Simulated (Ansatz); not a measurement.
MoSe2 under a change: x(S) = 0.375, 12 atoms, P3m1 (arrangement A)

The parent structure is MoSe2 in the 2H-MoS2 type structure (space group P6_3/mmc, No. 194; a = 3.277 Å, c = 12.731 Å; layered, stacked along the Cartesian z axis).

The other end (x = 1) is MoS₂ (space group P6_3/mmc, No. 194; layered, stacked along the Cartesian z axis): 17.31 Å³/atom, gap 0.78 eV.

It is then changed as follows: a fraction x = 0.375 of the Se sites is given to S, ordered in a cell of 12 atoms (starting symmetry P3m1) and fully relaxed.

All numbers come from Ansatz (a quantum-chemistry and plane-wave program), PBE-D3(BJ), PAW, cutoff 420 eV, no spin-orbit coupling, earlier PAW set. k-mesh 12×12×2 (Γ-centred); smearing 0.05 eV (Fermi–Dirac), for the changed cell.

| quantity | base | changed | shift |
|---|---|---|---|
| volume per atom | 19.73 Å³ | 18.79 Å³ | -0.94 Å³ |
| band gap | 0.74 eV | 0.25 eV | -0.496 eV |
| gap character (in this cell's own zone, which can be folded) | – | indirect, A → K–Γ (45 % along) | – |
| mixing energy | – | +8 meV/atom | – |
| deviation of the volume from the linear (Vegard-type) interpolation | – | -0.2 % | – |
| bowing parameter b of this ordering, from Eg = [1−x] Eg[0] + x Eg[1] − b x [1−x] | – | 2.2 eV | – |
| mean first-shell distances | – | Se–Mo 2.522 Å (end compound 2.526 Å), S–Mo 2.409 Å (end compound 2.400 Å) | – |

Final structure:

```
CELL_PARAMETERS angstrom
      3.22782     0.00000     0.00000
     -1.61391     2.79537     0.00000
      0.00000     0.00000    24.98895
ATOMIC_POSITIONS crystal
  Mo 0.66667 0.33333 0.86738
  Mo 0.66667 0.33333 0.38144
  Mo 0.33333 0.66667 0.62918
  Mo 0.33333 0.66667 0.12442
  S  0.66667 0.33333 0.69023
  Se 0.66667 0.33333 0.19209
  Se 0.33333 0.66667 0.93551
  S  0.33333 0.66667 0.44251
  S  0.33333 0.66667 0.80628
  Se 0.33333 0.66667 0.31325
  Se 0.66667 0.33333 0.56101
  Se 0.66667 0.33333 0.05669
```

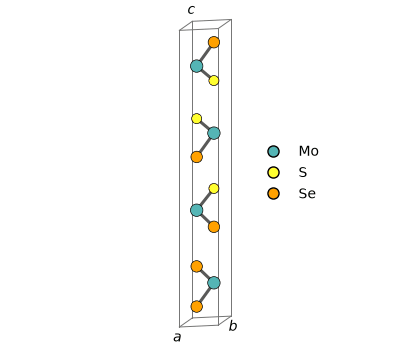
Fig. 1. The relaxed conventional cell after the change

These are small ordered cells, not random alloys; other orderings at the same x differ. Whether these cells are dynamically stable was not tested. The zero or small gap of Mo4Se5S3 can change with the level of theory. Labels are those of the standard path for the cell's own space group.
